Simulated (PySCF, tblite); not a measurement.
**C₄H₂FN₂O₄−: dynamics, then NMR shifts on frames**

How do NMR shifts of C₄H₂FN₂O₄− (`O=C([O-])c1nc(OCF)no1`) change as the atoms move?

Computed with tblite 0.8.0 and PySCF 2.14.0, with density-fitted response routines of our own, on a single molecule in the gas phase. Atoms are numbered from 0 throughout.

## Step 1: Starting geometry

13 atoms, charge -1, multiplicity 1; geometry from: GFN2-xTB.

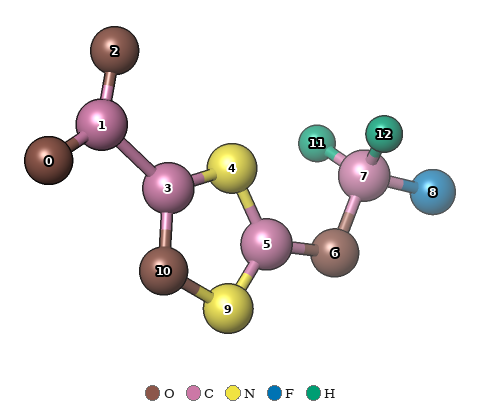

The starting geometry (oxygen brown, carbon pink, nitrogen yellow, fluorine blue, hydrogen teal), atoms numbered; sticks join atoms by distance.

## Step 2: A short Langevin run with GFN2-xTB

What the job is given:

```
{"job": {"kind": "md", "xc": "GFN2-xTB", "basis": "xTB", "temperature": 400, "steps": 2000, "every": 50, "frames": 5}, "charge": -1, "multiplicity": 1}
O      3.232368    -0.081219     2.142231
C      2.199435     0.525513     1.898883
O      1.718606     1.566297     2.320166
C      1.280350    -0.198734     0.790031
N      0.125059     0.213605     0.325696
C     -0.201389    -0.750449    -0.565865
O     -1.337143    -0.717163    -1.282063
C     -2.110117     0.404882    -0.996216
F     -3.219271     0.332683    -1.777463
N      0.676208    -1.712986    -0.670556
O      1.648178    -1.340302     0.226778
H     -2.435187     0.420591     0.054455
H     -1.581486     1.337767    -1.240989
```

Method: GFN2-xTB Langevin dynamics, gas phase.

Launch:

```sh
$ OMP_NUM_THREADS=1 python probes_run.py task.json out
```

The driver reads the jobs from task.json and runs them one after another.

Log:

```text
t/fs     T/K      E/eV
    0.0   333.4   -997.60398
   25.0   244.5   -997.33608
   50.0   329.6   -997.27609
   75.0   225.3   -997.14807
  100.0   300.0   -997.21724
  125.0   282.9   -997.08515
  150.0   448.7   -997.05076
  175.0   429.2   -996.97526
  200.0   433.8   -997.12283
  225.0   382.3   -997.12491
  250.0   382.7   -996.99972
  275.0   463.5   -997.22867
  300.0   388.2   -997.34280
  325.0   397.7   -997.25280
  350.0   350.9   -997.21341
  375.0   215.2   -997.16831
  400.0   287.6   -997.40695
  425.0   361.9   -997.42067
  450.0   396.5   -997.30419
  475.0   455.4   -997.30263
  500.0   392.5   -997.31010
  525.0   408.2   -997.20124
  550.0   358.5   -997.13468
  575.0   359.6   -997.18968
  600.0   320.6   -997.18614
  625.0   382.3   -997.22722
  650.0   376.5   -997.28644
  675.0   364.4   -997.24221
  700.0   503.6   -997.12464
  725.0   537.9   -997.09862
  750.0   421.9   -997.13099
  775.0   411.5   -996.98074
  800.0   439.4   -997.13753
  825.0   336.4   -997.04965
  850.0   321.3   -997.25228
  875.0   277.2   -997.19241
  900.0   243.8   -997.19821
  925.0   421.2   -997.36075
  950.0   254.6   -997.21527
  975.0   293.0   -997.40269
 1000.0   355.5   -997.39938
```

It took 40 s on 1 thread of Intel Xeon at 2.50GHz, shared host; peak memory 0.18 GiB.

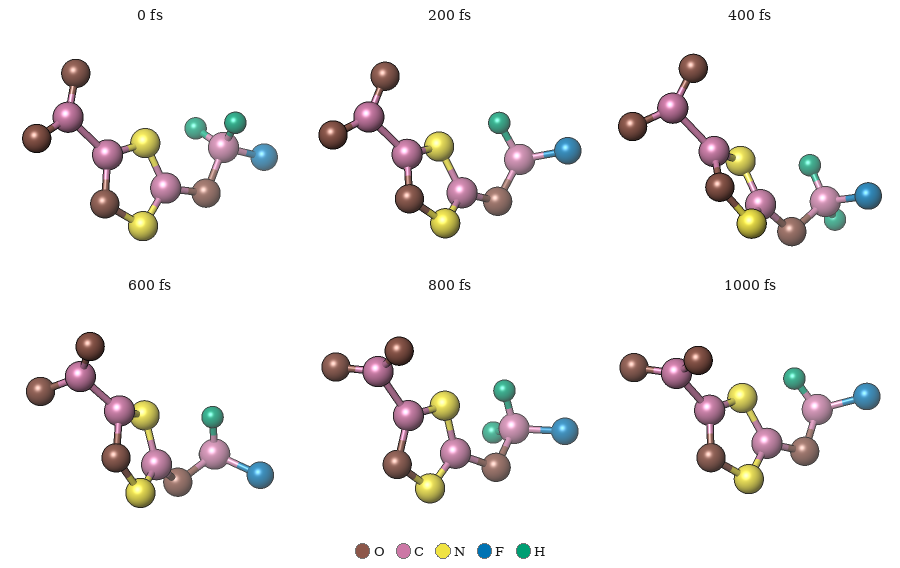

Frames of the run.

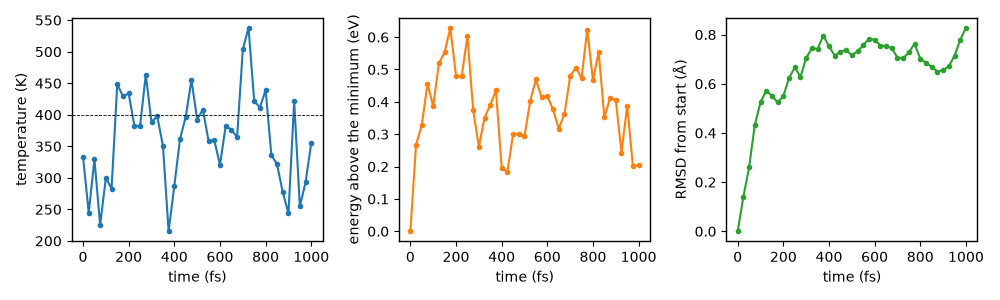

Temperature, potential energy and distance from the start.

Positions (Å) and forces (eV/Å) at 1000 fs:

```xyz
13

O     1.084   -0.409    3.545   -0.115    0.130    0.313
C     1.016   -0.032    2.387    0.320   -0.567    0.291
O     1.649    0.771    1.724   -0.003    0.429   -0.282
C     0.007   -0.845    1.486   -1.826    0.705   -0.074
N    -1.270   -0.523    1.202    1.020   -1.259   -0.786
C    -1.606   -1.445    0.200    4.049    0.159    1.504
O    -2.727   -1.513   -0.482   -0.450   -0.600   -0.380
C    -3.609   -0.585   -0.070   -1.867    0.771   -0.233
F    -3.983    0.255   -1.112    0.276   -0.166    0.075
N    -0.576   -2.245   -0.056   -0.822   -0.255   -0.270
O     0.447   -1.872    0.803   -1.113    0.296   -0.562
H    -4.580   -0.988    0.278    0.154   -0.399   -0.169
H    -3.201    0.021    0.711    0.375    0.756    0.573
```

## Step 3: Nuclear shieldings: 250 fs, PBE0/pcSseg-1

What the job is given:

```
{"job": {"kind": "nmr", "xc": "PBE0", "basis": "pcSseg-1", "pop": false}, "charge": -1, "multiplicity": 1}
O      2.628500     0.099500     2.729200
C      1.656900     0.659000     2.303300
O      1.102900     1.756300     2.479100
C      0.852000    -0.211200     1.001900
N     -0.439200    -0.109100     0.706900
C     -0.525500    -0.895400    -0.445100
O     -1.689200    -1.038300    -1.174500
C     -2.759500    -0.112700    -0.930600
F     -2.697100     0.655500    -2.104900
N      0.597900    -1.429500    -0.812400
O      1.430900    -1.041600     0.211600
H     -3.696900    -0.634000    -1.078300
H     -2.771400     0.463300    -0.086400
```

Level: GIAO PBE0/pcSseg-1 NMR shielding, non-relativistic, gas phase.

Log:

```text
coarse grid: 13144 points
cycle   1  E = -662.6711891645  dE =  2.194e+00  |g| = 1.326e+00  |ddm| = 3.570e+00
cycle   2  E = -661.8778811188  dE =  7.933e-01  |g| = 2.428e+00  |ddm| = 2.765e+00
cycle   3  E = -662.9714379541  dE = -1.094e+00  |g| = 2.953e-01  |ddm| = 2.089e+00
cycle   4  E = -662.9836489860  dE = -1.221e-02  |g| = 1.877e-01  |ddm| = 3.540e-01
cycle   5  E = -662.9894599304  dE = -5.811e-03  |g| = 6.597e-02  |ddm| = 1.546e-01
cycle   6  E = -662.9902391267  dE = -7.792e-04  |g| = 1.948e-02  |ddm| = 5.752e-02
cycle   7  E = -662.9903077392  dE = -6.861e-05  |g| = 5.819e-03  |ddm| = 1.686e-02
cycle   8  E = -662.9903139678  dE = -6.229e-06  |g| = 1.997e-03  |ddm| = 4.975e-03
final grid: 134000 points
cycle   9  E = -663.1020913654  dE = -1.279e-05  |g| = 1.826e-02  |ddm| = 2.459e-02
cycle  10  E = -663.1019890541  dE =  1.023e-04  |g| = 3.035e-02  |ddm| = 2.863e-02
cycle  11  E = -663.1021484818  dE = -1.594e-04  |g| = 1.494e-03  |ddm| = 1.801e-02
cycle  12  E = -663.1021488931  dE = -4.112e-07  |g| = 5.169e-04  |ddm| = 1.207e-03
cycle  13  E = -663.1021489338  dE = -4.067e-08  |g| = 2.112e-04  |ddm| = 4.234e-04
cycle  14  E = -663.1021489425  dE = -8.720e-09  |g| = 5.927e-05  |ddm| = 1.681e-04
cycle  15  E = -663.1021489430  dE = -5.496e-10  |g| = 2.254e-05  |ddm| = 4.459e-05
converged SCF energy = -663.1021489430

GIAO shielding tensors (ppm)
atom      isotropic    diamagn.    paramagn.     s11        s22        s33       span
  0 O       36.613     401.304    -364.690    -89.399     20.093    179.145    268.544
  1 C       34.976     241.707    -206.731    -75.954     11.450    169.433    245.386
  2 O       17.860     404.737    -386.877   -113.920     29.587    137.913    251.833
  3 C      -12.213     258.549    -270.762    -99.892    -28.162     91.417    191.309
  4 N       -0.705     334.194    -334.898   -130.228    -33.652    161.766    291.993
  5 C       -0.248     253.834    -254.082    -89.240     31.015     57.482    146.721
  6 O      172.727     395.284    -222.556    114.681    142.247    261.254    146.574
  7 C       75.631     233.499    -157.868     51.064     64.219    111.609     60.545
  8 F      327.871     473.528    -145.657    189.706    351.261    442.647    252.941
  9 N      -68.945     325.314    -394.259   -203.494    -72.956     69.614    273.108
 10 O      -44.594     401.129    -445.722   -163.760    -52.772     82.751    246.510
 11 H       25.922      26.379      -0.457     21.994     25.926     29.847      7.852
 12 H       25.889      29.989      -4.101     22.386     27.581     27.700      5.314
```

It took 98 s on 1 thread of Intel Xeon at 2.50GHz, shared host; peak memory 0.84 GiB.

The references, computed at this level on geometries of the same kind, shield at (ppm): ¹H TMS 31.72, ¹³C TMS 186.9, ¹⁹F CFCl3 170.9, ¹⁵N NH3 267.7, ¹⁷O H2O 336.1. Their shielding less the atom's gives the shift. The references are single molecules in the gas phase, so shifts against H2O, NH3, PH3, H3PO4 or CFCl3 are not on the usual liquid scales and can be off by tens of ppm. Each atom is listed at this fixed geometry, with no averaging over motion; a spectrum would average atoms that exchange fast.

| atoms | environment | σ (ppm) | δ (ppm) |
| --- | --- | --- | --- |
| C3 | substituted aromatic carbon next to the ring oxygen | -12.2 | 199.1 |
| C5 | aromatic carbon bearing oxygen | -0.2 | 187.2 |
| C1 | carboxylate carbon | 35.0 | 151.9 |
| C7 | sp3 CH2 bonded to F and O | 75.6 | 111.3 |
| H12 | hydrogen on an sp3 CH2 bonded to F and O | 25.89 | 5.83 |
| H11 | hydrogen on an sp3 CH2 bonded to F and O | 25.92 | 5.79 |
| O10 | aromatic ring oxygen | -44.6 | 380.7 |
| O2 | carboxylate oxygen | 17.9 | 318.2 |
| O0 | carboxylate oxygen | 36.6 | 299.5 |
| O6 | ether oxygen | 172.7 | 163.4 |
| N9 | pyridine-type nitrogen of an azole | -68.9 | 336.7 |
| N4 | pyridine-type nitrogen of an azole | -0.7 | 268.4 |
| F8 | fluorine on an sp3 carbon | 327.9 | -156.9 |

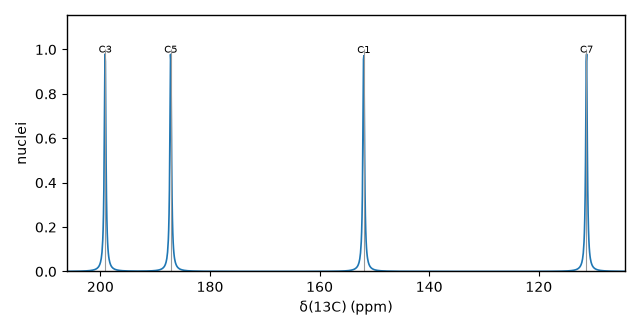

¹³C lines at the computed shifts, without couplings. Lines are broadened to a width of 0.35 ppm (Lorentzian).

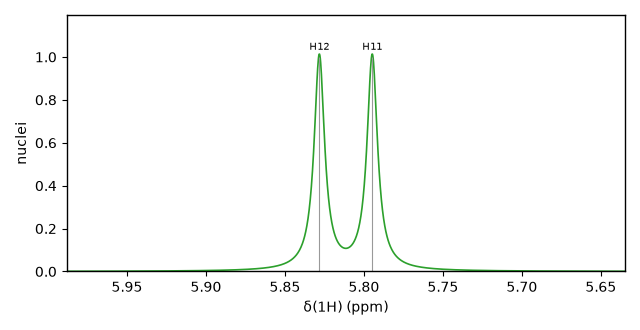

¹H lines at the computed shifts, without couplings. Lines are broadened to a width of 0.01 ppm (Lorentzian).

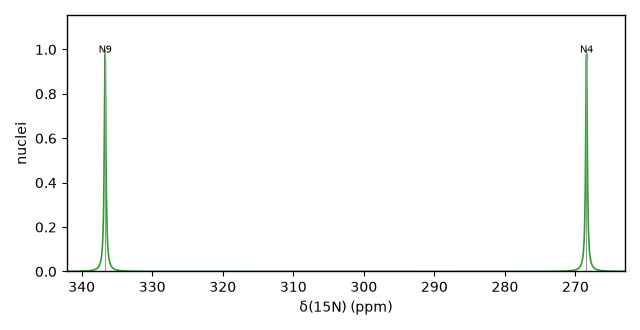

¹⁵N lines at the computed shifts, without couplings. Lines are broadened to a width of 0.27 ppm (Lorentzian).

Ring of atoms C3, N4, C5, N9, O10: NICS(0) -10.2, NICS(1) -9.6, NICS(1)zz -22.8 ppm (means of both faces).

Orbitals, density, ELF and potential are computed afterwards from the orbital file.

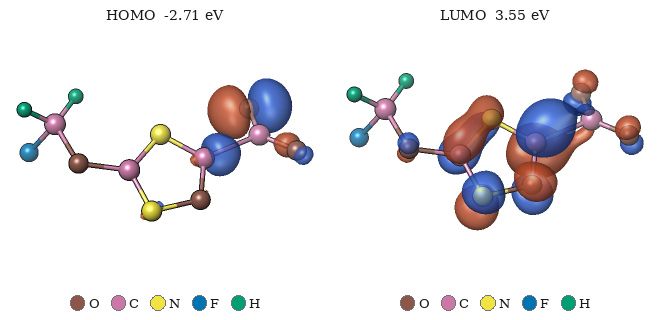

Frontier orbitals at PBE0/pcSseg-1; each surface holds 70 % of the orbital's density, blue and red mark the sign.

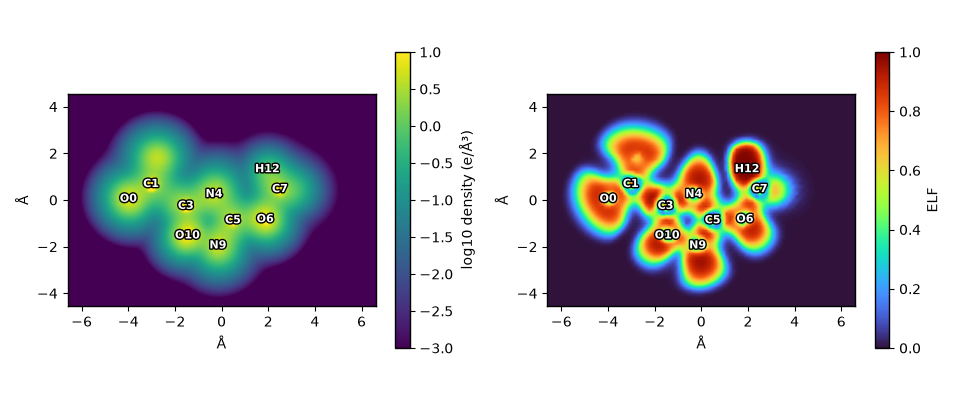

Density (left) and ELF (right) in a plane through or near 10 of the atoms.

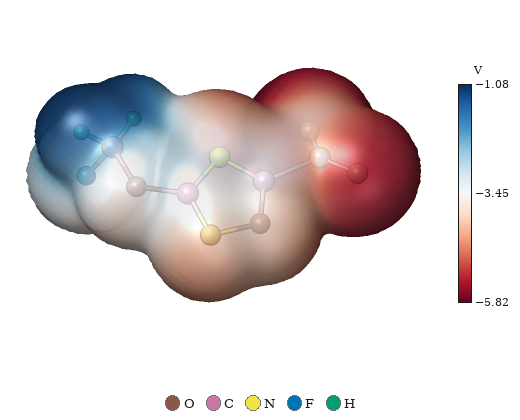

The potential that a unit positive charge feels on the 0.002 e/bohr³ surface, from the 1st to the 99th percentile, from -5.82 V near O2 to -1.08 V near H11.

## Step 4: Nuclear shieldings: 425 fs, PBE0/pcSseg-1

What the job is given:

```
{"job": {"kind": "nmr", "xc": "PBE0", "basis": "pcSseg-1", "pop": false}, "charge": -1, "multiplicity": 1}
O      1.745600    -0.083200     3.232000
C      1.002500     0.598700     2.522200
O      0.816100     1.808500     2.577100
C      0.366900    -0.169100     1.370200
N     -0.869700    -0.478600     1.016200
C     -0.716500    -1.156100    -0.088900
O     -1.712800    -1.782700    -0.753000
C     -2.828200    -0.957300    -0.909000
F     -2.798300    -0.307200    -2.099800
N      0.514200    -1.340800    -0.464800
O      1.210400    -0.667200     0.490800
H     -3.719700    -1.561600    -0.865000
H     -2.922500    -0.189000    -0.135600
```

Level: GIAO PBE0/pcSseg-1 NMR shielding, non-relativistic, gas phase.

Log:

```text
coarse grid: 13144 points
cycle   1  E = -662.6959553125  dE =  2.580e+00  |g| = 1.326e+00  |ddm| = 3.604e+00
cycle   2  E = -661.3128784418  dE =  1.383e+00  |g| = 2.781e+00  |ddm| = 3.294e+00
cycle   3  E = -662.9596670185  dE = -1.647e+00  |g| = 4.947e-01  |ddm| = 2.779e+00
cycle   4  E = -663.0093203440  dE = -4.965e-02  |g| = 1.563e-01  |ddm| = 4.663e-01
cycle   5  E = -663.0121209491  dE = -2.801e-03  |g| = 9.838e-02  |ddm| = 1.667e-01
cycle   6  E = -663.0138856279  dE = -1.765e-03  |g| = 2.862e-02  |ddm| = 7.872e-02
cycle   7  E = -663.0140314442  dE = -1.458e-04  |g| = 9.907e-03  |ddm| = 2.545e-02
cycle   8  E = -663.0140489961  dE = -1.755e-05  |g| = 2.935e-03  |ddm| = 7.725e-03
cycle   9  E = -663.0140502746  dE = -1.279e-06  |g| = 1.591e-03  |ddm| = 3.075e-03
final grid: 134000 points
cycle  10  E = -663.1240842041  dE = -2.003e-05  |g| = 1.598e-02  |ddm| = 2.479e-02
cycle  11  E = -663.1240065621  dE =  7.764e-05  |g| = 2.638e-02  |ddm| = 2.547e-02
cycle  12  E = -663.1241267178  dE = -1.202e-04  |g| = 2.180e-03  |ddm| = 1.662e-02
cycle  13  E = -663.1241275753  dE = -8.574e-07  |g| = 5.791e-04  |ddm| = 1.733e-03
cycle  14  E = -663.1241276274  dE = -5.219e-08  |g| = 2.654e-04  |ddm| = 5.808e-04
cycle  15  E = -663.1241276398  dE = -1.235e-08  |g| = 8.183e-05  |ddm| = 2.056e-04
cycle  16  E = -663.1241276408  dE = -1.046e-09  |g| = 3.189e-05  |ddm| = 7.495e-05
cycle  17  E = -663.1241276410  dE = -2.035e-10  |g| = 1.101e-05  |ddm| = 3.037e-05
converged SCF energy = -663.1241276410

GIAO shielding tensors (ppm)
atom      isotropic    diamagn.    paramagn.     s11        s22        s33       span
  0 O      -55.692     403.151    -458.843   -305.530    -87.188    225.642    531.172
  1 C       25.724     236.288    -210.564    -77.270     60.160     94.283    171.553
  2 O      -45.209     405.219    -450.427   -274.589    -92.418    231.382    505.971
  3 C        3.287     261.164    -257.877    -55.506    -34.764    100.131    155.637
  4 N       38.820     336.112    -297.293   -100.445      9.508    207.396    307.841
  5 C        9.880     255.605    -245.725    -74.843     41.668     62.815    137.658
  6 O      207.829     396.156    -188.327    152.125    176.480    294.883    142.758
  7 C       82.483     237.768    -155.285     55.978     79.854    111.618     55.640
  8 F      352.010     473.067    -121.057    250.464    343.746    461.822    211.358
  9 N      -75.860     327.080    -402.940   -224.784    -79.375     76.580    301.364
 10 O      -58.478     401.095    -459.574   -205.402    -78.812    108.779    314.181
 11 H       26.444      26.498      -0.054     22.305     26.850     30.177      7.873
 12 H       25.009      29.093      -4.084     20.303     26.511     28.214      7.911
```

Wall time 77 s (1 thread of Intel Xeon at 2.50GHz, shared host); peak memory 0.96 GiB.

This run: δ C3 183.6, C5 177.0, C1 161.2, C7 104.4, H12 6.71, H11 5.27 ppm.

## Step 5: NMR shieldings: 625 fs, PBE0/pcSseg-1

What the job is given:

```
{"job": {"kind": "nmr", "xc": "PBE0", "basis": "pcSseg-1", "pop": false}, "charge": -1, "multiplicity": 1}
O      1.028500    -0.165500     3.385200
C      1.160500     0.566700     2.385100
O      1.730900     1.629300     2.181400
C      0.345700    -0.147400     1.149000
N     -0.937400    -0.159100     0.871900
C     -1.071800    -1.294000     0.233400
O     -2.271200    -1.868800    -0.107000
C     -3.220500    -0.930300    -0.312200
F     -3.493800    -1.014000    -1.691900
N     -0.011100    -1.919800    -0.052000
O      0.973600    -1.179400     0.559100
H     -4.157600    -1.260200     0.241400
H     -2.777200    -0.003500    -0.019400
```

Level: GIAO PBE0/pcSseg-1 NMR shielding, non-relativistic, gas phase.

Log:

```text
coarse grid: 13144 points
cycle   1  E = -662.6786642103  dE =  2.455e+00  |g| = 1.335e+00  |ddm| = 3.572e+00
cycle   2  E = -661.4421583014  dE =  1.237e+00  |g| = 2.767e+00  |ddm| = 2.966e+00
cycle   3  E = -662.9495460284  dE = -1.507e+00  |g| = 4.924e-01  |ddm| = 2.460e+00
cycle   4  E = -662.9940186763  dE = -4.447e-02  |g| = 2.050e-01  |ddm| = 5.036e-01
cycle   5  E = -662.9991319265  dE = -5.113e-03  |g| = 1.170e-01  |ddm| = 2.063e-01
cycle   6  E = -663.0016347659  dE = -2.503e-03  |g| = 2.412e-02  |ddm| = 9.084e-02
cycle   7  E = -663.0017326136  dE = -9.785e-05  |g| = 9.992e-03  |ddm| = 2.238e-02
cycle   8  E = -663.0017502569  dE = -1.764e-05  |g| = 3.013e-03  |ddm| = 7.643e-03
cycle   9  E = -663.0017518696  dE = -1.613e-06  |g| = 1.114e-03  |ddm| = 2.562e-03
final grid: 134000 points
cycle  10  E = -663.1116260460  dE = -2.281e-05  |g| = 1.558e-02  |ddm| = 2.418e-02
cycle  11  E = -663.1115498310  dE =  7.621e-05  |g| = 2.598e-02  |ddm| = 2.451e-02
cycle  12  E = -663.1116663216  dE = -1.165e-04  |g| = 2.106e-03  |ddm| = 1.613e-02
cycle  13  E = -663.1116671515  dE = -8.300e-07  |g| = 5.716e-04  |ddm| = 1.676e-03
cycle  14  E = -663.1116672018  dE = -5.028e-08  |g| = 2.611e-04  |ddm| = 5.101e-04
cycle  15  E = -663.1116672139  dE = -1.210e-08  |g| = 8.326e-05  |ddm| = 1.987e-04
cycle  16  E = -663.1116672150  dE = -1.063e-09  |g| = 3.108e-05  |ddm| = 7.217e-05
cycle  17  E = -663.1116672152  dE = -1.837e-10  |g| = 1.164e-05  |ddm| = 2.893e-05
converged SCF energy = -663.1116672152

GIAO shielding tensors (ppm)
atom      isotropic    diamagn.    paramagn.     s11        s22        s33       span
  0 O      -45.197     402.457    -447.654   -249.151    -43.550    157.110    406.261
  1 C       28.122     240.273    -212.152    -81.941     32.027    134.278    216.219
  2 O      -10.444     403.728    -414.172   -189.677    -55.134    213.479    403.156
  3 C      -11.529     258.582    -270.112    -88.855    -36.561     90.828    179.683
  4 N       45.608     333.865    -288.257    -82.471     14.556    204.739    287.210
  5 C       14.372     256.148    -241.776    -66.585     47.481     62.219    128.805
  6 O      201.763     396.248    -194.485    151.042    158.886    295.361    144.319
  7 C       77.458     246.155    -168.696     50.708     72.761    108.906     58.198
  8 F      327.407     472.578    -145.171    202.596    371.065    408.559    205.963
  9 N      -65.525     326.947    -392.473   -198.791    -83.679     85.893    284.684
 10 O      -56.226     401.493    -457.719   -189.609    -64.467     85.397    275.006
 11 H       25.163      25.825      -0.662     20.857     25.179     29.453      8.595
 12 H       24.334      29.265      -4.931     18.374     25.532     29.097     10.723
```

Wall time 75 s (1 thread of Intel Xeon at 2.50GHz, shared host); peak memory 0.94 GiB.

Key values: δ C3 198.5, C5 172.6, C1 158.8, C7 109.5, H12 7.38, H11 6.55 ppm.

[end of part 1 of 2]
